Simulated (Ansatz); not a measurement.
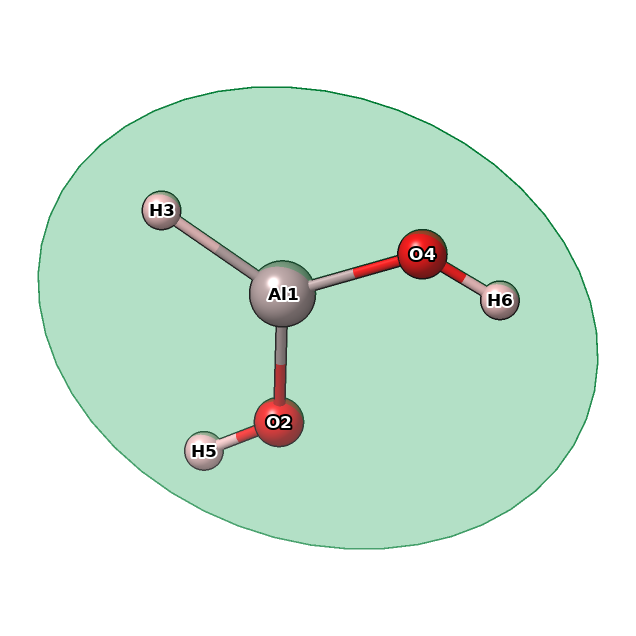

A disc through the centre of mass is drawn in. Depth is shown by fading: the farther an atom, the more it takes the colour of the background. The geometry was computed by an optimisation with PBE0-D4/def2-TZVP.

Question: Is the plane of the disc a mirror plane of the structure?

Answer: Yes. The reflection leaves Al1, O2, H3, O4, H5, H6 in place. The point group is Cs.
